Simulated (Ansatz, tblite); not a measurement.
# InCl2(NH2) (Cl2H2InN): spin states and exact exchange

Is the singlet the ground state of InCl2(NH2) (Cl2H2InN)? Other spin states are computed and compared level by level.

Method: as each input shows; program: Ansatz 0.2.0, Gaussian basis.

The runs, in order: triplet, at the geometry of the singlet (GFN1-xTB, GFN2-xTB, PBE0-D4/def2-TZVP, PBE-D4/def2-TZVP, r2SCAN-D4/def2-TZVP); the singlet's energies come from earlier runs.

5 further runs of the same task are left out: 5 set aside as unsound or not needed. Runs told in other sessions of the task aren't counted.

## Step 1: The structure

The geometry is that of the singlet, from an earlier relaxation (PBE0-D4/def2-SVP).

6 atoms, charge 0, spin multiplicity 1.

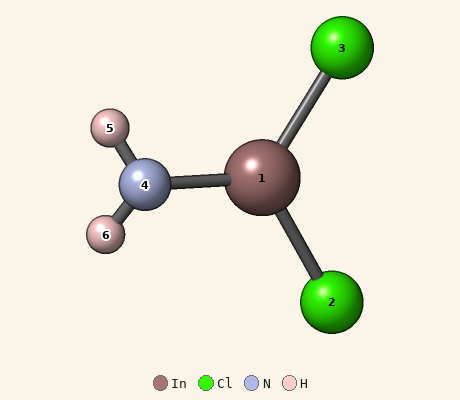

The structure; indium brown, chlorine green, nitrogen light blue, hydrogen pink; atoms are numbered from 1 in the order of the file.

In takes a core potential in the def2 sets. No spin-orbit coupling is included.

## Step 2: Triplet at the fixed geometry, GFN1-xTB

Tight binding, by tblite at 300 K electronic temperature and without a spin-polarisation term:

```python
tblite.interface.Calculator('GFN1-xTB', numbers, positions, charge=0, uhf=2).singlepoint()
```

Energy -387.0350 eV; 0.005 s.

## Step 3: Triplet at the fixed geometry, GFN2-xTB

Tight binding, by tblite at 300 K electronic temperature and without a spin-polarisation term:

```python
tblite.interface.Calculator('GFN2-xTB', numbers, positions, charge=0, uhf=2).singlepoint()
```

Energy -387.2235 eV; 0.005 s.

## Step 4: Triplet at the fixed geometry, PBE0-D4/def2-TZVP

File in.yaml:

```yaml
crystal:
  periodic: [false, false, false]
  atoms:
    - {symbol: In, position_ang: [0.303434, 0.684264, 0.052747]}
    - {symbol: Cl, position_ang: [2.606735, 0.996253, 0.268553]}
    - {symbol: Cl, position_ang: [-1.001477, 2.617747, -0.036915]}
    - {symbol: N, position_ang: [-0.528233, -1.146638, 0.149752]}
    - {symbol: H, position_ang: [-1.445371, -1.236240, -0.280890]}
    - {symbol: H, position_ang: [0.064921, -1.915386, -0.153237]}
basis:
  gaussian: {orbitals: def2-TZVP}
magnetization: {spin_polarized: true, initial_magnetization: 2}
hamiltonian: {xc: pbe0, dispersion: d4}
scf: {omitted_lower_state_checks: [starts]}
output: {orbitals: {seedname: orbitals}}
```

Run with:

```console
> ansatz run in.yaml --threads 4 --pin off --events-out ev --progress --plain --max-ram 3916MiB
```

What it wrote:

```text
Functional definition: PBE0
  name "PBE0"
  cite "Adamo & Barone, J. Chem. Phys. 110, 6158 (1999) doi:10.1063/1.478522"
  cite "Perdew, Burke & Ernzerhof, Phys. Rev. Lett. 77, 3865 (1996) doi:10.1103/PhysRevLett.77.3865"
  parent pbe
  parameter a = 0.25
  parameter kappa = 0.804
  parameter beta = 0.06672455060314922
  exchange = (1 - a)*pbe_x(kappa = kappa, mu = beta*pi^2/3) + a*exact_x
  correlation = pbe_c(beta = beta)
these checks for a lower state are left out or cut short: starts
1260 factors; their error is unknown
mean field evaluation 1: about -31721.8284 eV, gradient 4.8e1 eV
mean field evaluation 2: about -31665.5470 eV, gradient 9.8e1 eV
mean field evaluation 4: about -31728.5567 eV, gradient 2.5e1 eV
mean field evaluation 8: about -31732.2167 eV, gradient 4.1e-1 eV
mean field evaluation 16: about -31732.3365 eV, gradient 1.4e-2 eV
mean field -31732.33647678 eV, -1166.1418565714 hartree, gradient 2.9e-5 eV, S^2 2.006245; 0 other end points of the search recorded, 0 dependent functions left out
reference -31732.33652067 eV, -1166.1418581844 hartree; 33, 31 occupied and 134, 136 virtual orbitals, 1260 factors
Total energy: -31732.46117584 eV, -1166.1464391774 hartree
Checks for a lower state left out: starts
```

Run time: 4.1 s. Hardware: 4 threads of Arm Neoverse V2, shared host; peak memory 0.57 GiB.

Report: HOMO -4.20 eV, LUMO -6.43 eV (over both spins; with the spin held, an empty level of the minority spin lies below the top filled one); ⟨S²⟩ 2.006 (pure: 2.00).

## Step 5: Triplet at the fixed geometry, PBE-D4/def2-TZVP

start.molden holds the orbitals of an earlier run on this state, given as this run's starting guess.

in.yaml, as its differences from that of step 4:

```diff
@@ -10,5 +10,5 @@
 basis:
-  gaussian: {orbitals: def2-TZVP}
+  gaussian: {orbitals: def2-TZVP, initial_orbitals: start.molden}
 magnetization: {spin_polarized: true, initial_magnetization: 2}
-hamiltonian: {xc: pbe0, dispersion: d4}
+hamiltonian: {xc: pbe, dispersion: d4}
 scf: {omitted_lower_state_checks: [starts]}
```

Same command.

What it wrote:

```text
Functional definition: PBE
  name "PBE"
  cite "Perdew, Burke & Ernzerhof, Phys. Rev. Lett. 77, 3865 (1996) doi:10.1103/PhysRevLett.77.3865"
  parent pbe
  parameter kappa = 0.804
  parameter beta = 0.06672455060314922
  exchange = pbe_x(kappa = kappa, mu = beta*pi^2/3)
  correlation = pbe_c(beta = beta)
these checks for a lower state are left out or cut short: starts
1143 factors; their error is unknown
mean field evaluation 1: about -31730.3234 eV, gradient 9.1e0 eV
mean field evaluation 2: about -31730.5856 eV, gradient 1.3e0 eV
mean field evaluation 4: about -31730.5950 eV, gradient 2.1e-1 eV
mean field evaluation 8: about -31730.5956 eV, gradient 3.1e-5 eV
mean field evaluation 16: about -31730.5956 eV, gradient 2.6e-6 eV
mean field -31730.59558685 eV, -1166.0778800467 hartree, gradient 2.6e-6 eV, S^2 2.003195; 0 other end points of the search recorded, 0 dependent functions left out
reference -31730.59564422 eV, -1166.0778821547 hartree; 33, 31 occupied and 134, 136 virtual orbitals, 1143 factors
Total energy: -31730.73900354 eV, -1166.0831505126 hartree
Checks for a lower state left out: starts
```

It took 3 s on 4 threads of Arm Neoverse V2, shared host.

HOMO -3.35 eV, LUMO -7.10 eV (over both spins; with the spin held, an empty level of the minority spin lies below the top filled one); ⟨S²⟩ 2.003 (pure: 2.00).

## Step 6: Triplet at the fixed geometry, r2SCAN-D4/def2-TZVP

in.yaml, as its differences from that of step 5:

```diff
@@ -12,3 +12,3 @@
 magnetization: {spin_polarized: true, initial_magnetization: 2}
-hamiltonian: {xc: pbe, dispersion: d4}
+hamiltonian: {xc: r2scan, dispersion: d4}
 scf: {omitted_lower_state_checks: [starts]}
```

Same command.

What it wrote:

```text
Functional definition: r2SCAN
  name "r2SCAN"
  cite "Furness, Kaplan, Ning, Perdew & Sun, J. Phys. Chem. Lett. 11, 8208 (2020) doi:10.1021/acs.jpclett.0c02405"
  cite "Furness, Kaplan, Ning, Perdew & Sun, J. Phys. Chem. Lett. 11, 9248 (2020) doi:10.1021/acs.jpclett.0c03077"
  parent r2scan
  parameter k0 = 0.174
  parameter k1 = 0.065
  parameter a1 = 4.9479
  exchange = r2scan_x(k0 = k0, k1 = k1, a1 = a1)
  correlation = r2scan_c
these checks for a lower state are left out or cut short: starts
1143 factors; their error is unknown
mean field evaluation 1: about -31741.9220 eV, gradient 6.6e0 eV
mean field evaluation 2: about -31741.9920 eV, gradient 2.9e-1 eV
mean field evaluation 4: about -31741.9858 eV, gradient 2.3e-1 eV
mean field evaluation 8: about -31741.9859 eV, gradient 3.9e-5 eV
mean field -31741.98590338 eV, -1166.4964664585 hartree, gradient 1.7e-5 eV, S^2 2.007196; 0 other end points of the search recorded, 0 dependent functions left out
reference -31741.98592619 eV, -1166.4964672965 hartree; 33, 31 occupied and 134, 136 virtual orbitals, 1143 factors
Total energy: -31742.01996302 eV, -1166.4977181272 hartree
Checks for a lower state left out: starts
```

Run time: 7.5 s. Hardware: 4 threads of Arm Neoverse V2, shared host.

Report: HOMO -3.52 eV, LUMO -6.99 eV (over both spins; with the spin held, an empty level of the minority spin lies below the top filled one); ⟨S²⟩ 2.007 (pure: 2.00).

## Step 7: Triplet less singlet, vertical

The singlet's energies are those of its earlier runs, whose logs aren't repeated here.

```
              level  triplet less singlet, vertical (kJ/mol)     time
           GFN1-xTB                                   +401.2  0.009 s
           GFN2-xTB                                   +302.9  0.008 s
   PBE-D4/def2-TZVP                                   +363.5    4.1 s
r2SCAN-D4/def2-TZVP                                   +373.9     10 s
  PBE0-D4/def2-TZVP                                   +391.9    6.7 s
```

Times add the two runs; a level without a time comes out of a correlated run. Tight binding without a spin term can't rank spin states.

## Step 8: Outcome

| quantity | value |
| --- | --- |
| triplet less singlet, vertical, functionals in def2-TZVP | +363.5 (PBE-D4) to +391.9 kJ/mol (PBE0-D4) |

In words: All functionals put the triplet above the singlet, over a spread of 28.4 kJ/mol. The checks for a lower triplet were left out, so another state of that spin may lie lower. These are electronic energies, without zero-point motion, entropy or surroundings.
